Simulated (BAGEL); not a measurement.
**CH5NSi (SMILES C[Si]N): a chain of runs**

Wanted: a single-point energy (HF/def2-SV(P)), then a single-point energy (NEVPT2(2,2)/def2-SV(P)), then the energy (CASPT2(2,2)/def2-SV(P)) of CH5NSi. 

The calculation is run with BAGEL 1.2.2.

1 further run of the same task is left out (set aside as unsound or not needed).

### Step 1. Starting point

CH5NSi has 8 atoms, charge 0, and is taken as a singlet. SMILES: `C[Si]N`. The C1–Si2 distance was set to 4.380 Å, away from the relaxed value. At this shape a bond of the SMILES string is far longer than usual.

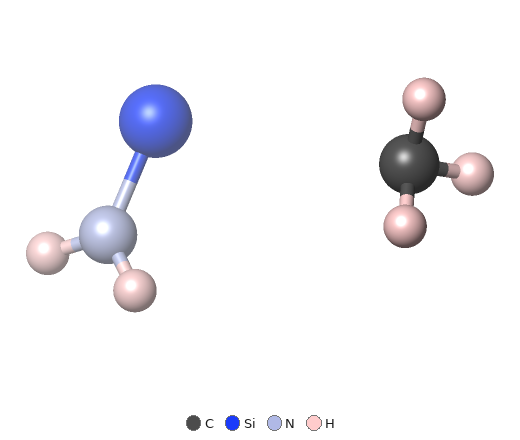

Viewed from a chosen angle; carbon dark grey, silicon blue, nitrogen light blue, hydrogen pink.

### Step 2. The energy at HF/def2-SV(P) (density fitting with svp-jkfit) (run 1)

Input file job.json:

```json
{ "bagel": [

{
  "title": "molecule",
  "basis": "def2-sv_p_.json",
  "df_basis": "svp-jkfit",
  "angstrom": true,
  "geometry": [
    { "atom": "C", "xyz": [   -2.770908,    1.046867,   -1.825820 ] },
    { "atom": "Si", "xyz": [    0.963800,    0.653800,    0.427700 ] },
    { "atom": "N", "xyz": [    0.932200,   -1.034400,    0.690700 ] },
    { "atom": "H", "xyz": [   -3.137308,    0.120367,   -2.278020 ] },
    { "atom": "H", "xyz": [   -2.673408,    1.805567,   -2.607820 ] },
    { "atom": "H", "xyz": [   -3.542308,    1.417167,   -1.137820 ] },
    { "atom": "H", "xyz": [    1.651200,   -1.501900,    1.220100 ] },
    { "atom": "H", "xyz": [    0.225200,   -1.675700,    0.360300 ] }
  ]
},
{ "title": "hf", "charge": 0 },
{ "title": "print", "file": "orbitals.molden", "orbitals": true }

]}
```

The basis set def2-SV(P) is read from a file made from the Basis Set Exchange's data (not shown).

Launch:

```
$ BAGEL_NUM_THREADS=1 BAGEL job.json > job.out
```

The program printed:

```text
* using 1 threads per process

  ===============================================================
  ===============================================================

  *** Geometry ***

  { "atom" : "C", "xyz" : [     -5.236257,      1.978292,     -3.450300 ] },
  { "atom" : "Si", "xyz" : [      1.821318,      1.235503,      0.808236 ] },
  { "atom" : "N", "xyz" : [      1.761603,     -1.954733,      1.305234 ] },
  { "atom" : "H", "xyz" : [     -5.928653,      0.227461,     -4.304834 ] },
  { "atom" : "H", "xyz" : [     -5.052009,      3.412027,     -4.928066 ] },
  { "atom" : "H", "xyz" : [     -6.693992,      2.678058,     -2.150168 ] },
  { "atom" : "H", "xyz" : [      3.120316,     -2.838180,      2.305655 ] },
  { "atom" : "H", "xyz" : [      0.425566,     -3.166614,      0.680868 ] },

  Number of auxiliary basis functions:      370

  Since a DF basis is specified, we compute 2- and 3-index integrals:
    o Being stored without compression. Storage requirement is 0.009 GB

  Number of basis functions:       56
  Number of electrons      :       32

    * METHOD: MOLECULE                             0.10

  *** RHF ***

  === Nuclear Repulsion ===
    76.7677211656

      * DIIS with orbital gradients will be used.

  === RHF iteration (def2-sv_p_.json) ===
      0       -383.42657260          0.02862132           0.02
      1       -383.17241237          0.03280248           0.02
      2       -383.68521443          0.01115107           0.02
      3       -383.75695511          0.00275005           0.02
      4       -383.76389116          0.00171529           0.02
      5       -383.76462098          0.00147319           0.03
      6       -383.76532505          0.00060579           0.03
      7       -383.76547103          0.00004629           0.03
      8       -383.76547214          0.00000750           0.02
      9       -383.76547219          0.00000308           0.02
     10       -383.76547220          0.00000077           0.02
     11       -383.76547220          0.00000036           0.02
     12       -383.76547220          0.00000020           0.02
     13       -383.76547220          0.00000012           0.02
     14       -383.76547220          0.00000004           0.02
     15       -383.76547220          0.00000001           0.03
     16       -383.76547220          0.00000001           0.02
    * SCF iteration converged.

    * Permanent dipole moment:
           (   -1.941519,     1.116569,    -1.354514) a.u.

    * METHOD: HF                                   0.50

    * METHOD: PRINT                                0.01

  ===============================================================
```

It took 0.79 s on 1 thread of Arm Neoverse V2, shared host; peak memory 0.14 GiB.

### Step 3. The energy at NEVPT2(2,2)/def2-SV(P) (density fitting with svp-jkfit) (run 2)

Changes to job.json since step 2:

```diff
@@ -18,3 +18,4 @@
 },
-{ "title": "hf", "charge": 0 },
+{ "title": "hf" },
+{ "title": "nevpt2", "nstate": 1, "nact": 2, "nclosed": 15, "active": [16, 17], "maxiter": 200, "natocc": true, "ncore": 7 },
 { "title": "print", "file": "orbitals.molden", "orbitals": true }
```

The basis set def2-SV(P) is read from a file made from the Basis Set Exchange's data (not shown).

Launch:

```
$ BAGEL_NUM_THREADS=1 BAGEL job.json > job.out
```

The program printed:

```text
* using 1 threads per process

  ===============================================================
  ===============================================================

  *** Geometry ***

  { "atom" : "C", "xyz" : [     -5.236257,      1.978292,     -3.450300 ] },
  { "atom" : "Si", "xyz" : [      1.821318,      1.235503,      0.808236 ] },
  { "atom" : "N", "xyz" : [      1.761603,     -1.954733,      1.305234 ] },
  { "atom" : "H", "xyz" : [     -5.928653,      0.227461,     -4.304834 ] },
  { "atom" : "H", "xyz" : [     -5.052009,      3.412027,     -4.928066 ] },
  { "atom" : "H", "xyz" : [     -6.693992,      2.678058,     -2.150168 ] },
  { "atom" : "H", "xyz" : [      3.120316,     -2.838180,      2.305655 ] },
  { "atom" : "H", "xyz" : [      0.425566,     -3.166614,      0.680868 ] },

  Number of auxiliary basis functions:      370

  Since a DF basis is specified, we compute 2- and 3-index integrals:
    o Being stored without compression. Storage requirement is 0.009 GB

  Number of basis functions:       56
  Number of electrons      :       32

    * METHOD: MOLECULE                             0.10

  *** RHF ***

  === Nuclear Repulsion ===
    76.7677211656

      * DIIS with orbital gradients will be used.

  === RHF iteration (def2-sv_p_.json) ===
      0       -383.42657260          0.02862132           0.02
      1       -383.17241237          0.03280248           0.02
      2       -383.68521443          0.01115107           0.02
      3       -383.75695511          0.00275005           0.02
      4       -383.76389116          0.00171529           0.02
      5       -383.76462098          0.00147319           0.02
      6       -383.76532505          0.00060579           0.02
      7       -383.76547103          0.00004629           0.03
      8       -383.76547214          0.00000750           0.03
      9       -383.76547219          0.00000308           0.03
     10       -383.76547220          0.00000077           0.02
     11       -383.76547220          0.00000036           0.02
     12       -383.76547220          0.00000020           0.02
     13       -383.76547220          0.00000012           0.02
     14       -383.76547220          0.00000004           0.02
     15       -383.76547220          0.00000001           0.02
     16       -383.76547220          0.00000001           0.02
    * SCF iteration converged.

    * Permanent dipole moment:
           (   -1.941519,     1.116569,    -1.354514) a.u.

    * METHOD: HF                                   0.51

    * freezing 7 orbitals
  ---------------------------
      CASSCF calculation
  ---------------------------

    ==== Active orbitals : =====
         Orbital 16
         Orbital 17
    ============================

    * nstate   :      1
    * nclosed  :     15
    * nact     :      2
    * nvirt    :     39
  === CASSCF iteration (def2-sv_p_.json) ===

    * Using the second-order algorithm

      0  0      -383.85176799     1.21e-02      0.01

      1  0      -383.87388299     6.99e-04      0.14

      2  0      -383.87398603     1.05e-04      0.16

      3  0      -383.87398842     2.45e-05      0.16

      4  0      -383.87398855     5.72e-06      0.16

      5  0      -383.87398855     1.33e-06      0.16

      6  0      -383.87398855     3.10e-07      0.15

      7  0      -383.87398855     7.21e-08      0.14

      8  0      -383.87398855     1.68e-08      0.12

      9  0      -383.87398855     3.93e-09      0.11

    * Second-order optimization converged. *

     guess   0:   closed 1.                   open ..

  === FCI iteration ===

      0  0      -383.74174877     8.52e-02      0.00
      1  0      -383.86757028     2.18e-02      0.00
      2  0 *    -383.87398855     1.86e-16      0.00

     * ci vector, state   0, <S^2> = 0.0000
       2.     0.7816871928
       .2    -0.6236706924

  === DF-NEVPT2 calculation ===

    * 3-index integral transformation done
    * assembly done

      NEVPT2 correlation energy:   -0.3368249882      0.04

          (+0)     -0.2781062614
          (+0)'    -0.0116212498
          (+1)     -0.0085166046
          (+1)'    -0.0000000000
          (+2)     -0.0000791834
          (-1)     -0.0383920422
          (-1)'     0.0000000000
          (-2)     -0.0001096468

      NEVPT2 total energy:       -384.2108135407

    * METHOD: NEVPT2                               1.46

    * METHOD: PRINT                                0.01

  ===============================================================
```

It took 2.2 s on 1 thread of Arm Neoverse V2, shared host; peak memory 0.14 GiB.

### Step 4. The energy at CASPT2(2,2)/def2-SV(P) (density fitting with svp-jkfit) (run 3)

Input file calc.json:

```json
{ "bagel": [

{
  "title": "molecule",
  "basis": "def2-sv_p_.json",
  "df_basis": "svp-jkfit",
  "angstrom": "true",
  "geometry": [
    { "atom": "C", "xyz": [   -2.770908,    1.046867,   -1.825820 ] },
    { "atom": "Si", "xyz": [    0.963800,    0.653800,    0.427700 ] },
    { "atom": "N", "xyz": [    0.932200,   -1.034400,    0.690700 ] },
    { "atom": "H", "xyz": [   -3.137308,    0.120367,   -2.278020 ] },
    { "atom": "H", "xyz": [   -2.673408,    1.805567,   -2.607820 ] },
    { "atom": "H", "xyz": [   -3.542308,    1.417167,   -1.137820 ] },
    { "atom": "H", "xyz": [    1.651200,   -1.501900,    1.220100 ] },
    { "atom": "H", "xyz": [    0.225200,   -1.675700,    0.360300 ] }
  ]
},
{
  "title": "hf"
},
{
  "title": "casscf",
  "nstate": 1,
  "nact": 2,
  "nclosed": 15,
  "active": [16, 17],
  "maxiter": 200,
  "natocc": "true"
},
{
  "title": "print",
  "file": "orbitals.molden",
  "orbitals": "true"
},
{
  "title": "smith",
  "method": "caspt2",
  "ms": "true",
  "xms": "true",
  "sssr": "true",
  "shift": 0.2,
  "shift_imag": "true",
  "ncore": 7
}

]}
```

The basis set def2-SV(P) is read from a file made from the Basis Set Exchange's data (not shown).

Launch:

```
$ BAGEL_NUM_THREADS=1 BAGEL calc.json > calc.out
```

The program printed:

```text
* using 1 threads per process

  ===============================================================
  ===============================================================

  *** Geometry ***

  { "atom" : "C", "xyz" : [     -5.236257,      1.978292,     -3.450300 ] },
  { "atom" : "Si", "xyz" : [      1.821318,      1.235503,      0.808236 ] },
  { "atom" : "N", "xyz" : [      1.761603,     -1.954733,      1.305234 ] },
  { "atom" : "H", "xyz" : [     -5.928653,      0.227461,     -4.304834 ] },
  { "atom" : "H", "xyz" : [     -5.052009,      3.412027,     -4.928066 ] },
  { "atom" : "H", "xyz" : [     -6.693992,      2.678058,     -2.150168 ] },
  { "atom" : "H", "xyz" : [      3.120316,     -2.838180,      2.305655 ] },
  { "atom" : "H", "xyz" : [      0.425566,     -3.166614,      0.680868 ] },

  Number of auxiliary basis functions:      370

  Since a DF basis is specified, we compute 2- and 3-index integrals:
    o Being stored without compression. Storage requirement is 0.009 GB

  Number of basis functions:       56
  Number of electrons      :       32

    * METHOD: MOLECULE                             0.10

  *** RHF ***

  === Nuclear Repulsion ===
    76.7677211656

      * DIIS with orbital gradients will be used.

  === RHF iteration (def2-sv_p_.json) ===
      0       -383.42657260          0.02862132           0.03
      1       -383.17241237          0.03280248           0.02
      2       -383.68521443          0.01115107           0.02
      3       -383.75695511          0.00275005           0.02
      4       -383.76389116          0.00171529           0.02
      5       -383.76462098          0.00147319           0.02
      6       -383.76532505          0.00060579           0.02
      7       -383.76547103          0.00004629           0.02
      8       -383.76547214          0.00000750           0.02
      9       -383.76547219          0.00000308           0.02
     10       -383.76547220          0.00000077           0.02
     11       -383.76547220          0.00000036           0.02
     12       -383.76547220          0.00000020           0.02
     13       -383.76547220          0.00000012           0.02
     14       -383.76547220          0.00000004           0.02
     15       -383.76547220          0.00000001           0.02
     16       -383.76547220          0.00000001           0.02
    * SCF iteration converged.

    * Permanent dipole moment:
           (   -1.941519,     1.116569,    -1.354514) a.u.

    * METHOD: HF                                   0.46

  ---------------------------
      CASSCF calculation
  ---------------------------

    ==== Active orbitals : =====
         Orbital 16
         Orbital 17
    ============================

    * nstate   :      1
    * nclosed  :     15
    * nact     :      2
    * nvirt    :     39
  === CASSCF iteration (def2-sv_p_.json) ===

    * Using the second-order algorithm

      0  0      -383.85176799     1.21e-02      0.01

      1  0      -383.87388299     6.99e-04      0.13

      2  0      -383.87398603     1.05e-04      0.15

      3  0      -383.87398842     2.45e-05      0.15

      4  0      -383.87398855     5.72e-06      0.15

      5  0      -383.87398855     1.33e-06      0.15

      6  0      -383.87398855     3.10e-07      0.15

      7  0      -383.87398855     7.21e-08      0.13

      8  0      -383.87398855     1.68e-08      0.11

      9  0      -383.87398855     3.93e-09      0.10

    * Second-order optimization converged. *

     guess   0:   closed 1.                   open ..

  === FCI iteration ===

      0  0      -383.74174877     8.52e-02      0.00
      1  0      -383.86757028     2.18e-02      0.00
      2  0 *    -383.87398855     1.86e-16      0.00

     * ci vector, state   0, <S^2> = 0.0000
       2.     0.7816871928
       .2    -0.6236706924

    * METHOD: CASSCF                               1.28

    * METHOD: PRINT                                0.01

  === SMITH program ===

    * freezing 7 orbitals

    * Approximate memory requirement for SMITH calulation per MPI process:
      o Storage requirement for T-amplitude, lambda, and residual is 0.00 GB
      o Storage requirement for MO integrals is 0.00 GB
    * Calculating and saving rdm4f

    * Zeroth order energy : state  0       -0.2250543767

    * CASPT2 iteration is performed using orthogonal basis

      -------------------------------------------  CASPT2 iteration  ---------------------------------------------------
       #      aibj      arbs      arbi      airj      risj      airs      arst      rist         Etot      error   time
      ------------------------------------------------------------------------------------------------------------------

       0  -0.27647  -0.00015  -0.04202  -0.00931  -0.00013  -0.01136  -0.00000   0.00000   -0.3394369  0.0006171   0.02
       1  -0.27648  -0.00015  -0.04206  -0.00931  -0.00013  -0.01141  -0.00000   0.00000   -0.3395376  0.0000459   0.02
       2  -0.27648  -0.00015  -0.04206  -0.00931  -0.00013  -0.01141  -0.00000  -0.00000   -0.3395383  0.0000035   0.02
       3  -0.27648  -0.00015  -0.04206  -0.00931  -0.00013  -0.01141  -0.00000  -0.00000   -0.3395383  0.0000005   0.02

      ------------------------------------------------------------------------------------------------------------------

    * CASPT2 energy : state  0     -384.2160545166
        w/o shift correction       -384.2135268212
        reference weight              0.8849342175

    * METHOD: SMITH                                0.14

  ===============================================================
```

Wall time 2.1 s (1 thread of Arm Neoverse V2, shared host); peak memory 0.14 GiB.

### Step 5. Outcome

```
                                   quantity          value
         run 1, HF/def2-SV(P): total energy  -383.76547 Eh
        run 1, HF/def2-SV(P): dipole moment         6.65 D
          run 1, HF/def2-SV(P): HOMO energy       -5.29 eV
          run 1, HF/def2-SV(P): LUMO energy       -0.42 eV
        run 1, HF/def2-SV(P): HOMO–LUMO gap        4.87 eV
run 2, NEVPT2(2,2)/def2-SV(P): total energy  -384.21081 Eh
run 3, CASPT2(2,2)/def2-SV(P): total energy  -384.21605 Eh
```

One bond (run 1, HF/def2-SV(P)) is far stretched, which a spin-restricted single reference describes badly; a broken-symmetry solution may lie lower.
